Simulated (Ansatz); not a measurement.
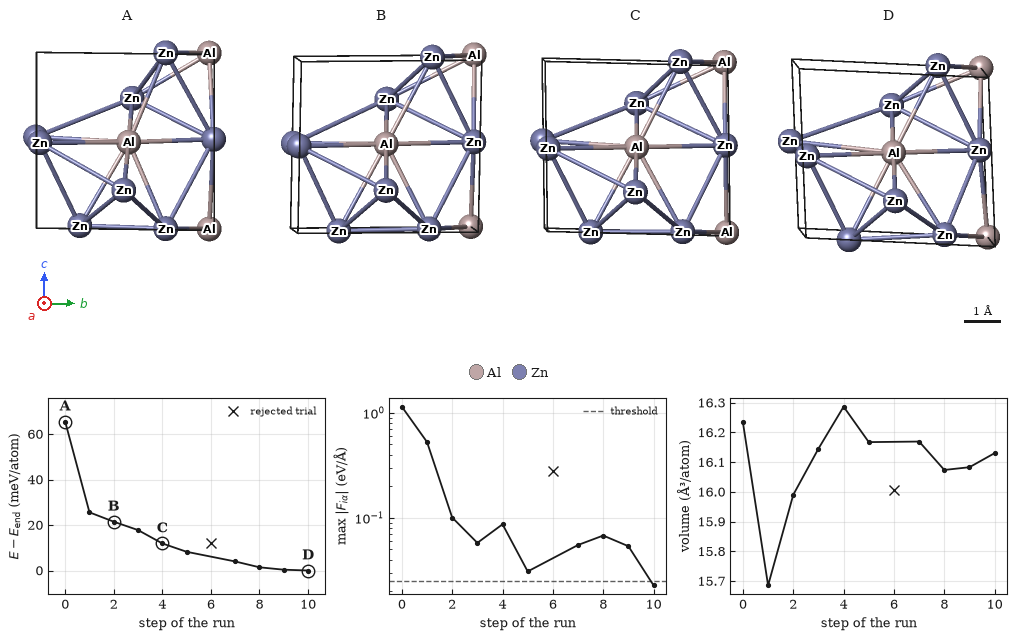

Frames of a relaxation of a crystal of AlZn₃ (a generated structure, set up in P1) (coarse preliminary run), marked on the history of the run. A ball-and-stick model of the cell of the calculation, seen along the a axis.

The calculation used DFT PBE, scalar-relativistic, plane waves, PAW in Ansatz 0.2.0.

Input
```yaml
crystal:
  lattice:
    - [5.1170321939, -0.0478976759, 0.0076783747]
    - [-0.0478976759, 5.0688737067, -0.0315173914]
    - [0.0076783747, -0.0315173914, 5.0075379495]
  atoms:
    - { symbol: Al, position: [0.0230091605, -0.0295529638, 1.0079235691] }
    - { symbol: Al, position: [0.4778724395, 0.5180200161, 0.4956714297] }
    - { symbol: Zn, position: [0.2732445778, -0.0050018944, 0.5184770606] }
    - { symbol: Zn, position: [0.5092395959, 0.7261410924, 0.0064681025] }
    - { symbol: Zn, position: [0.7339356804, 0.0185318577, 0.4864870482] }
    - { symbol: Zn, position: [0.4844047877, 0.2433850602, 0.0177051822] }
    - { symbol: Zn, position: [1.0252792001, 0.5382248868, 0.7452536842] }
    - { symbol: Zn, position: [-0.0269854418, 0.4902519452, 0.2220139235] }
basis:
  ecutwfc: 420
kpoints:
  mp_grid: { grid: [4, 4, 4] }
hamiltonian:
  xc: pbe
scf:
  occupations: { method: gaussian, width: 0.2 }
  lower_state_search: "off"
output:
  forces: true
  stress: true
  eigenvalues: true
relax:
  adjacent_minimum: "off"
  f_tol: 0.025
  max_steps: 60
  cell: { stress_tol: 0.25 }
```

Launched with:
```bash
ansatz run input.yaml --threads 1 --pin off --max-ram 2048MiB --backend cpu --events-out ev --progress --plain --runs-dir out
```

Describe the path.

The run was cut off at its time limit before the program reported convergence, but its last step already meets the force threshold: the largest component is 0.023 eV/Å against 0.025 eV/Å. The pressure is within 0.19 GPa of its target. After 9 accepted moves (10 points after the start) the energy has fallen by 65.5 meV per atom. The largest force component goes from 1.1 to 0.023 eV/Å. Pressure: 0.82 GPa at the start and 0.19 GPa at the end. The line search rejected the trial step at point 6 of the run. The largest move relative to the cell is that of Zn6, 0.23 Å roughly along [1 0 −3]. By element the largest moves are Zn 0.23 Å, Al 0.20 Å. The drawn cell changes as follows: a 5.117 → 5.014 Å (−2.0 %), b 5.069 → 5.395 Å (+6.4 %), c 5.008 → 4.827 Å (−3.6 %), α 90.7° → 95.0°, β 89.8° → 96.3°, γ 91.1° → 86.1°; the volume changes by −0.6 %. Among the contacts that change: Al1–Zn8 2.680 → 3.149 Å, Al2–Zn3 2.836 → 3.230 Å, Al2–Zn5 2.834 → 3.228 Å, Zn6–Zn7 3.133 → 2.781 Å. Bond angles that change, for instance: Al1–Zn3–Zn6 157.3° → 142.0°, Zn5–Zn3–Zn5 171.0° → 158.6°, Al1–Zn7–Zn8 125.4° → 114.5°. The space group stays P1 (No. 1). Cost: 5.3 min on 1 thread of Arm Neoverse V2, on a shared host, peak memory 0.44 GiB. From step 0 to 2: Zn7 moves most (0.19 Å), volume −1.5 %, energy −44.0 meV per atom. From step 2 to 4: Zn5 moves most (0.09 Å), volume +1.9 %, energy −9.6 meV per atom. From step 4 to 10: Zn7 moves most (0.17 Å), volume −1.0 %, energy −11.9 meV per atom.

| step | E − E(0), meV/atom | largest force component, eV/Å | pressure, GPa | volume, Å³/atom | note |
| --- | --- | --- | --- | --- | --- |
| 0 | 0.00 | 1.1456 | 0.82 | 16.233 |  |
| 1 | -39.90 | 0.5280 | 1.98 | 15.685 |  |
| 2 | -44.01 | 0.1007 | 0.48 | 15.990 |  |
| 3 | -47.70 | 0.0578 | 0.64 | 16.145 |  |
| 4 | -53.57 | 0.0868 | -0.74 | 16.286 |  |
| 5 | -57.24 | 0.0308 | -0.11 | 16.167 |  |
| 6 | -53.40 | 0.2821 | 1.08 | 16.007 | rejected |
| 7 | -61.50 | 0.0551 | -0.09 | 16.169 |  |
| 8 | -64.06 | 0.0678 | 0.41 | 16.074 |  |
| 9 | -65.12 | 0.0537 | 0.31 | 16.083 |  |
| 10 | -65.47 | 0.0227 | 0.19 | 16.130 |  |
